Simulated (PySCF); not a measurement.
**C6H9O (doublet): density, localisation and related maps**

```yaml
atoms:
  - { symbol: C, position_ang: [2.6696, 0.6099, -0.1608] }
  - { symbol: C, position_ang: [1.6766, -0.1601, -0.5818] }
  - { symbol: C, position_ang: [0.6302, -0.6997, 0.2902] }
  - { symbol: C, position_ang: [-0.1257, -1.9323, -0.0035] }
  - { symbol: C, position_ang: [-0.8214, -0.6966, -0.2910] }
  - { symbol: O, position_ang: [-1.9091, -0.3105, 0.4783] }
  - { symbol: C, position_ang: [-2.2706, 1.0419, 0.3146] }
  - { symbol: H, position_ang: [2.7748, 0.8845, 0.8758] }
  - { symbol: H, position_ang: [3.4199, 0.9853, -0.8345] }
  - { symbol: H, position_ang: [1.5912, -0.4218, -1.6283] }
  - { symbol: H, position_ang: [0.7709, -0.4599, 1.3432] }
  - { symbol: H, position_ang: [-0.4156, -2.6721, 0.7158] }
  - { symbol: H, position_ang: [-0.8666, -0.3360, -1.3192] }
  - { symbol: H, position_ang: [-3.1376, 1.2073, 0.9510] }
  - { symbol: H, position_ang: [-1.4584, 1.7115, 0.6195] }
  - { symbol: H, position_ang: [-2.5358, 1.2575, -0.7273] }
```

Geometry: GFN2-xTB.

These are results of UKS B3LYP, pcH-1 on C H O, non-relativistic, mean-field spin-orbit, GIAO (PySCF 2.14.0, density-fitted response routines), not measurements.

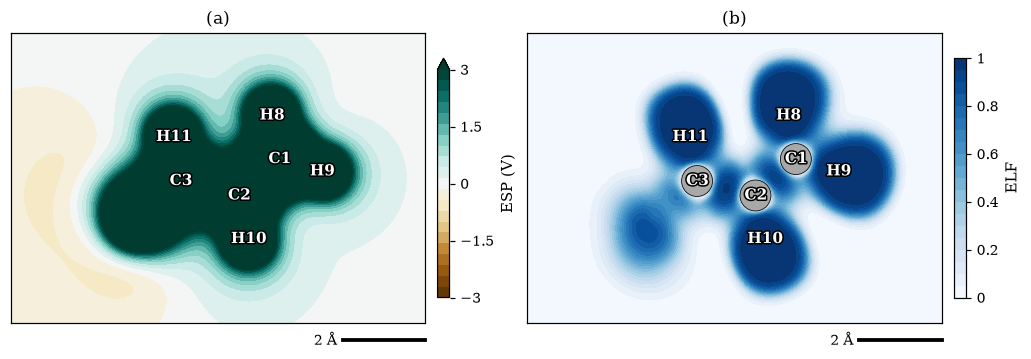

Figure 1. (a) electrostatic potential; (b) electron localisation function on the plane of atoms C2, C1 and H9. Grey discs cover the atomic cores in the ELF map.

Describe what can be read from this map.

Answer. Atoms in the plane: C and H.
C–C (1.33 Å): the ELF peaks at about 0.95 between the atoms: a multiple bond.
C–H (1.08 Å): the ELF climbs to about 1 towards the hydrogen, as it does in any bond to H: a covalent bond by its length.
C–C (1.47 Å): the ELF peaks at about 0.95 between the atoms (a shared electron pair).
Outside the dense part of the molecule the potential is most negative (−0.5 V) near C4, which lies off the plane.

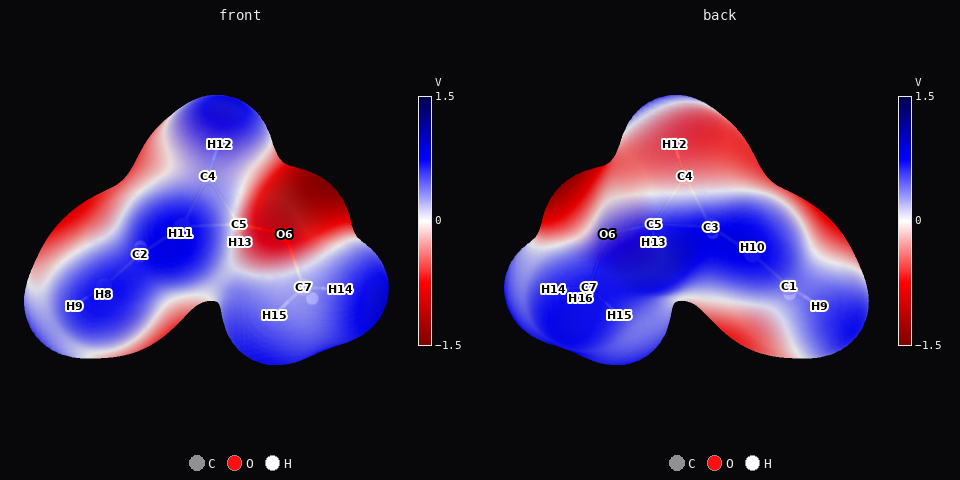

Figure 2. The molecular electrostatic potential painted on the density surface at 0.002 e/bohr³, seen from the front and from behind; red is negative and blue positive.

Where is the surface potential most negative and most positive?

Answer. The most negative region (about −1.4 V) lies over O6, the most positive (about +0.9 V) over H13. O6 is the likeliest acceptor of a hydrogen bond.
